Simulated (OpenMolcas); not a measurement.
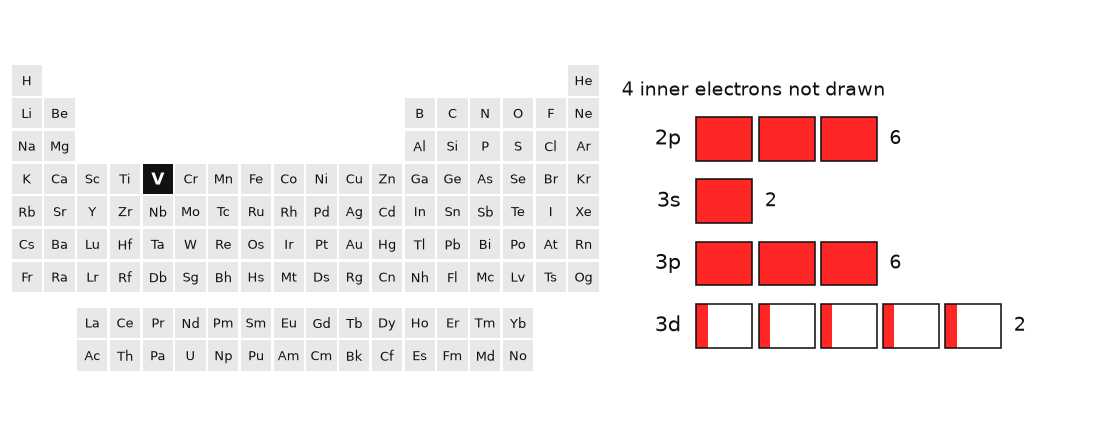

Figure 1. Left, the place of vanadium in the periodic table; right, the outer shells of the leading configuration of the lowest level: a box for each of the 2l + 1 orbitals, shaded by the share of the shell that is filled, with the electron count at the right.

V³⁺ complex: multiconfigurational calculation (part 1 of 2)

V³⁺ with 6 ligands (Br; octahedron, 2.683 Å), embedded in Cs2NaYBr6 by model potentials and point charges, whose field is part of the energies. Computed at this level: state-averaged CASSCF, active space 2 electrons in the shell 3d, basis ANO-RCC-VDZP on the metal and ANO-RCC-VDZP on the ligands, DKH2 scalar Hamiltonian, spin-orbit coupling by RASSI with atomic mean-field integrals (OpenMolcas).

## Input file
```
&GATEWAY
Basis set
V.ANO-RCC-VDZP.
V1 0.0 0.0 0.0 Angstrom
End of basis
Basis set
Br.ANO-RCC-VDZP.
L1 2.683000 0.000000 0.000000 Angstrom
L2 0.000000 2.683000 0.000000 Angstrom
L3 0.000000 0.000000 2.683000 Angstrom
End of basis
Basis set
Na.EMB-AIMP.Al-Abdalla.7s4p.1s1p.ECP.Cs2NaYBr6.
PseudoCharge
* 3 symmetry-unique lattice sites within 7.6 angstrom
End of basis
Basis set
Cs.EMB-AIMP.Al-Abdalla.0s.0s.ECP.Cs2NaYBr6.
PseudoCharge
* 4 symmetry-unique lattice sites within 7.6 angstrom
End of basis
Basis set
Br.EMB-AIMP.Al-Abdalla.0s.0s.ECP.Cs2NaYBr6.
PseudoCharge
* 12 symmetry-unique lattice sites within 7.6 angstrom
End of basis
Symmetry
XYZ
AngMom=0.0 0.0 0.0
AMFI
RICD
XField
1570 Angstrom 0
* Evjen-weighted lattice charges
&SEWARD
&RASSCF
FileOrb=start.orb
Symmetry=1
Spin=3
nActEl=2 0 0
Inactive=57 60
Ras2=5 0
CIRoot=10 10 1
SDav=10
CIMx=300
Iter=150 100
PrWF=0.3
OrbListing=Nothing
MaxOrb=0
LevShft=1.0
>>> COPY $Project.JobIph JOB001
&RASSCF
FileOrb=start.orb
Symmetry=1
Spin=1
nActEl=2 0 0
Inactive=57 60
Ras2=5 0
CIRoot=15 15 1
SDav=15
CIMx=300
Iter=150 100
PrWF=0.3
OrbListing=Nothing
MaxOrb=0
LevShft=1.0
>>> COPY $Project.JobIph JOB002
&RASSI
NrOfJobIphs=2 10 15
1 2 3 4 5 6 7 8 9 10
1 2 3 4 5 6 7 8 9 10 11 12 13 14 15
IphNames
JOB001
JOB002
EJob
SpinOrbit
DIPRint=1.0
SOCoupling=1000.0
Subsets=2
Property=9
'ANGMOM' 1 'ANGMOM' 2 'ANGMOM' 3 'MLTPL  1' 1 'MLTPL  1' 2 'MLTPL  1' 3
'AMFI' 1 'AMFI' 2 'AMFI' 3
SOProperty=3
'ANGMOM' 1 'ANGMOM' 2 'ANGMOM' 3
```

The file start.orb holds starting orbitals from an earlier step. A driver script formed the levels outside the program, from RASSI's spin-orbit matrix and the active-space energies, averaged over the components of each term or state.

Hardware: 1 thread of Arm Neoverse V1, 24 GiB of memory available, shared host.

Run as:
```bash
OMP_NUM_THREADS=1 MOLCAS_MEM=2457 MOLCAS_PROJECT=a pymolcas a.inp > a.log  # once for each step of the input, in one work folder
```

## Output (extracts)
```
--- SEWARD ---
Basis set label: V.ANO-RCC...5S4P2D1F.

      Electronic valence basis set:
      ------------------
      Associated Effective Charge  23.000000 au
      Associated Actual Charge     23.000000 au
      Nuclear Model: Point charge

      Shell  nPrim  nBasis  Cartesian Spherical Contaminant
         s      21       5        X
         p      15       4        X
         d      10       2                 X
         f       6       1                 X
                  Relativistic Douglas-Kroll-Hess integrals:
                    - DKH order of Hamiltonian: 2
                    - DKH order of Properties : 0
                  Atomic mean-field integrals
--- RASSCF ---
Wave function specifications:
      -----------------------------

      Number of closed shell electrons         234
      Number of electrons in active shells       2
      Max number of holes in RAS1 space          0
      Max nr of electrons in RAS3 space          0
      Number of inactive orbitals              117
      Number of active orbitals                  5
      Number of secondary orbitals              98
      Spin quantum number                      1.0
      State symmetry                             1
Orbital specifications:
      -----------------------

      Symmetry species                           1   2
                                                ag  au
      Frozen orbitals                            0   0
      Inactive orbitals                         57  60
      Active orbitals                            5   0
      RAS1 orbitals                              0   0
      RAS2 orbitals                              5   0
      RAS3 orbitals                              0   0
      Secondary orbitals                        46  52
      Deleted orbitals                           0   0
      Number of basis functions                108 112
      Number of CSFs                            10
      Number of root(s) required                10
      Iter CI   SX   CI       RASSCF       Energy    max ROT     max BLB   max BLB  Level Ln srch  Step   QN
          iter iter root      energy       change     param      element    value   shift minimum  type update
 Nr of preliminary CI iterations:   1
      Total energies have been shifted. Add               -16000.00 au
        1   1   16    0  -574.50052621    0.00E+00  -1.08E-01*   4  71 2 -2.79E-01*  1.16   0.00    SX    NO
        2   1   16    0  -574.94469560   -4.44E-01* -6.30E-02   13  61 2  1.22E-01*  0.91   0.00    SX    NO
        3   1   15    0  -575.07237020   -1.28E-01* -4.52E-02   52  60 1  7.68E-02*  0.77   0.00    SX    NO
        4   1   15    0  -575.11056340   -3.82E-02*  2.77E-02   52  60 1  4.63E-02*  0.70   0.00    SX    NO
        5   1   14    0  -575.12256021   -1.20E-02*  2.81E-02   52  60 1  2.78E-02*  0.71   2.16    LS   YES
        6   1   14    0  -575.12750858   -4.95E-03*  1.01E-02   52  60 1  6.58E-03*  0.74   1.14    QN   YES
        7   1   13    0  -575.12866875   -1.16E-03*  6.51E-03    4  71 2 -5.13E-03*  0.73   1.67    LS   YES
        8   1   13    0  -575.12888842   -2.20E-04* -2.22E-03    5  72 2 -8.09E-03*  0.73   1.03    QN   YES
        9   1   12    0  -575.12908789   -1.99E-04* -1.20E-03   52  60 1  1.67E-03*  0.73   1.55    LS   YES
       10   1   11    0  -575.12911635   -2.85E-05*  8.78E-04    6  73 2  4.36E-03*  0.73   1.01    QN   YES
       11   1   11    0  -575.12915113   -3.48E-05*  7.54E-04    6  73 2  1.43E-03*  0.73   1.86    LS   YES
       12   1   11    0  -575.12916070   -9.57E-06* -8.45E-04    2  72 2  1.62E-03*  0.73   1.01    QN   YES
       13   1   10    0  -575.12916768   -6.98E-06* -4.31E-04    4  71 2 -3.79E-04*  0.73   1.51    LS   YES
       14   1   10    0  -575.12916857   -8.92E-07*  2.47E-04    2  72 2 -3.92E-04*  0.73   0.99    QN   YES
       15   1    9    0  -575.12916963   -1.06E-06*  1.92E-04    3  73 2 -1.81E-04*  0.73   1.78    LS   YES
       16   1    8    0  -575.12916988   -2.48E-07* -6.63E-05   10  63 1  1.47E-04*  0.73   1.00    QN   YES
       17   1    8    0  -575.12917003   -1.48E-07* -4.29E-05   10  63 1  7.80E-05   0.73   1.65    LS   YES
       18   1    8    0  -575.12917005   -2.41E-08* -1.67E-05    3  73 2  5.81E-05   0.73   0.98    QN   YES
       19   1    7    0  -575.12917007   -1.73E-08* -1.95E-05   10  63 1  2.22E-05   0.73   2.12    QN   YES
       20   1    6    0  -575.12917007   -5.09E-09   4.61E-06    4  61 2 -7.05E-06   0.73   1.35    QN   YES
      Convergence after 20 iterations
       21   1    6    0  -575.12917007   -5.46E-10   4.61E-06    6  63 2 -3.36E-06   0.73   1.35    QN   YES
      Natural orbitals and occupation numbers for root  1
      sym 1:   0.086734   0.913266  -0.000000   0.913266   0.086734
      Natural orbitals and occupation numbers for root  2
      sym 1:   0.931655   0.068345   0.931655   0.000000   0.068345
      Natural orbitals and occupation numbers for root  3
      sym 1:   0.931823   0.931823   0.068177   0.068177   0.000000
::    RASSCF root number  1 Total energy: -16575.17398823
::    RASSCF root number  2 Total energy: -16575.17398823
::    RASSCF root number  3 Total energy: -16575.17398823
::    RASSCF root number  4 Total energy: -16575.14097017
::    RASSCF root number  5 Total energy: -16575.14097017
::    RASSCF root number  6 Total energy: -16575.14097017
::    RASSCF root number  7 Total energy: -16575.10167472
::    RASSCF root number  8 Total energy: -16575.08171694
::    RASSCF root number  9 Total energy: -16575.08171694
::    RASSCF root number 10 Total energy: -16575.08171694
--- RASSCF ---
Wave function specifications:
      -----------------------------

      Number of closed shell electrons         234
      Number of electrons in active shells       2
      Max number of holes in RAS1 space          0
      Max nr of electrons in RAS3 space          0
      Number of inactive orbitals              117
      Number of active orbitals                  5
      Number of secondary orbitals              98
      Spin quantum number                      0.0
      State symmetry                             1
Orbital specifications:
      -----------------------

      Symmetry species                           1   2
                                                ag  au
      Frozen orbitals                            0   0
      Inactive orbitals                         57  60
      Active orbitals                            5   0
      RAS1 orbitals                              0   0
      RAS2 orbitals                              5   0
      RAS3 orbitals                              0   0
      Secondary orbitals                        46  52
      Deleted orbitals                           0   0
      Number of basis functions                108 112
      Number of CSFs                            15
      Number of root(s) required                15
      Iter CI   SX   CI       RASSCF       Energy    max ROT     max BLB   max BLB  Level Ln srch  Step   QN
          iter iter root      energy       change     param      element    value   shift minimum  type update
 Nr of preliminary CI iterations:   1
      Total energies have been shifted. Add               -16000.00 au
        1   1    9    0  -575.06637940    0.00E+00  -1.36E-02   58  64 1 -8.16E-03*  0.71   0.00    SX    NO
        2   1    8    0  -575.06722305   -8.44E-04*  4.98E-03   51  60 1  5.56E-03*  0.70   0.00    SX    NO
        3   1    8    0  -575.06745188   -2.29E-04*  2.95E-03   51  60 1  3.38E-03*  0.70   0.00    SX    NO
        4   1    8    0  -575.06753087   -7.90E-05*  1.53E-03   51  60 1  2.42E-03*  0.70   0.00    SX    NO
        5   1    7    0  -575.06756192   -3.11E-05*  2.27E-03   51  60 1  1.64E-03*  0.70   2.50    LS   YES
        6   1    7    0  -575.06758309   -2.12E-05*  6.45E-04   46  71 2  5.59E-04*  0.70   1.21    QN   YES
        7   1    7    0  -575.06758540   -2.31E-06* -3.64E-04   49  63 1 -3.36E-04*  0.70   1.50    QN   YES
        8   1    6    0  -575.06758620   -8.02E-07*  1.26E-04   49  63 1 -1.38E-04*  0.70   1.31    QN   YES
        9   1    6    0  -575.06758633   -1.32E-07* -6.65E-05   52  58 1  6.33E-05   0.70   1.36    QN   YES
       10   1    5    0  -575.06758636   -2.32E-08* -9.96E-05   52  58 1  2.93E-05   0.70   2.50    LS   YES
       11   1    6    0  -575.06758634    1.35E-08* -5.01E-05   49  63 1  5.42E-05   0.70   0.28    LS   YES
       12   1    5    0  -575.06758636   -1.46E-08*  3.49E-05   49  63 1  2.75E-05   0.70   1.36    QN   YES
       13   1    5    0  -575.06758637   -6.22E-09  -2.10E-05   49  63 1  1.34E-05   0.70   2.50    QN   YES
      Convergence after 13 iterations
       14   1    5    0  -575.06758637   -1.15E-09  -2.10E-05   49  63 1  6.59E-06   0.70   2.50    QN   YES
      Natural orbitals and occupation numbers for root  1
      sym 1:   0.140854   0.862806   0.000000   0.138553   0.857787
      Natural orbitals and occupation numbers for root  2
      sym 1:   0.000000   0.865092   0.141829   0.137478   0.855601
      Natural orbitals and occupation numbers for root  3
      sym 1:   0.858093   0.857419   0.000000   0.142399   0.142088
::    RASSCF root number  1 Total energy: -16575.11189269
::    RASSCF root number  2 Total energy: -16575.11189269
::    RASSCF root number  3 Total energy: -16575.11189269
::    RASSCF root number  4 Total energy: -16575.10886288
::    RASSCF root number  5 Total energy: -16575.10886288
::    RASSCF root number  6 Total energy: -16575.07039752
::    RASSCF root number  7 Total energy: -16575.07039752
::    RASSCF root number  8 Total energy: -16575.07039752
::    RASSCF root number  9 Total energy: -16575.05964609
::    RASSCF root number 10 Total energy: -16575.05964609
::    RASSCF root number 11 Total energy: -16575.05964609
::    RASSCF root number 12 Total energy: -16575.05915906
::    RASSCF root number 13 Total energy: -16575.03647906
::    RASSCF root number 14 Total energy: -16575.03647906
::    RASSCF root number 15 Total energy: -16574.93814366
```

(Continued in part 2.) Outcome of the run: converged.
